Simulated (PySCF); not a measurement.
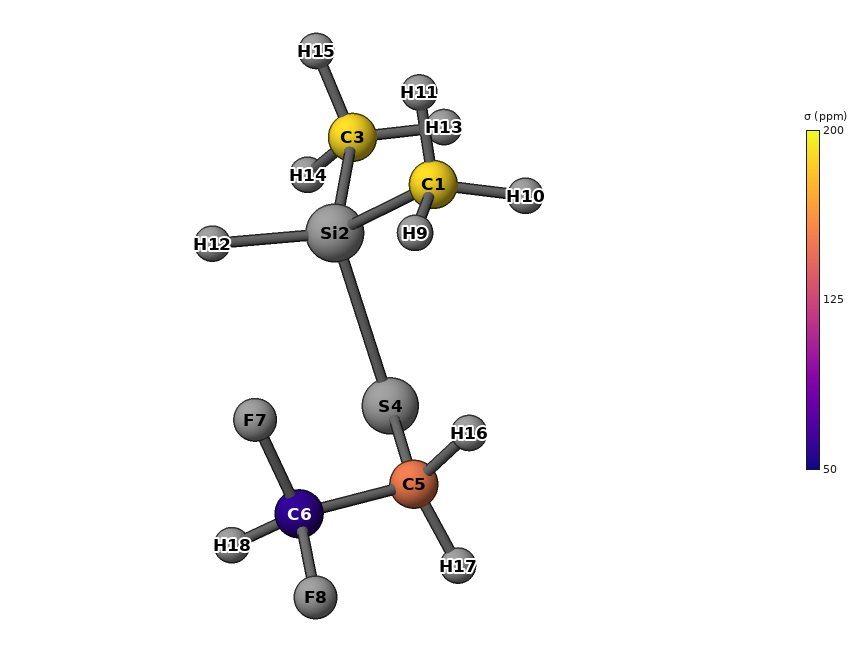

Atoms are coloured by their isotropic NMR shieldings (C only, the others grey). The computed structure is the end point of a GFN2-xTB optimisation. No frequency run is at hand to confirm it as a minimum. Level of theory: GIAO PBE0/pcSseg-1 NMR shielding, non-relativistic, gas phase (PySCF 2.14.0).

List the isotropic NMR shieldings of the C atoms.

| atom | σ (ppm) |
| --- | --- |
| C1 | 188.6 |
| C3 | 189.2 |
| C5 | 151.6 |
| C6 | 60.5 |

The geometry is semi-empirical. Around Si such bond lengths and angles can be off by a tenth of an ångström or more and by several degrees, and values that hang on the shape move with them.
